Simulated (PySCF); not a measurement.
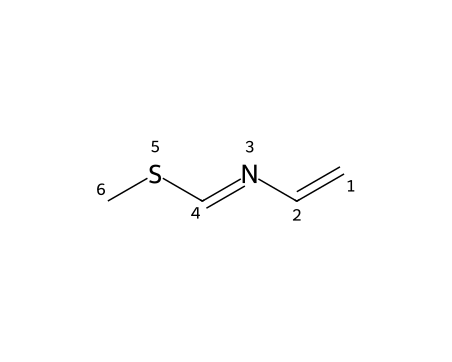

Skeletal drawing with numbered atoms; wedges and dashes mark any stereocentres. The configuration is that of a computed structure (GFN2-xTB).

**What are the Cahn–Ingold–Prelog descriptors?**

N3=C4: E.

**Give a SMILES with the stereochemistry.**

C=C/N=C/SC
